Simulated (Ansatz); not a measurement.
Take FeS2 (space group Pnnm, No. 58; a = 4.367 Å, b = 5.333 Å, c = 3.344 Å; non-magnetic) as the base.

The change: every Fe is replaced by Cd; the structure is relaxed again.

The values are results of PBEsol, PAW, 420 eV (Ansatz, a program for electronic structure; spin-orbit coupling left out), not measurements.

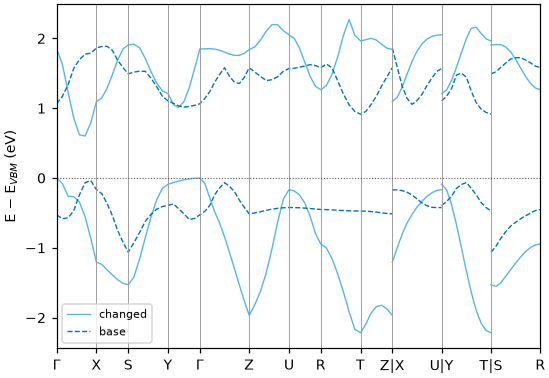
*Highest valence and lowest conduction band along the path, each from its own valence-band maximum*

**Question.** Read the changed gap and its character from the plot.

**Answer.** About 0.6 eV, indirect, Γ → Γ–X (71 % along).

Stability against distortions was not tested. As relaxed here, CdS2 is a hypothetical phase, not in the database extracts checked. Seeded moments were not kept for the base. All final runs are without spin polarisation.
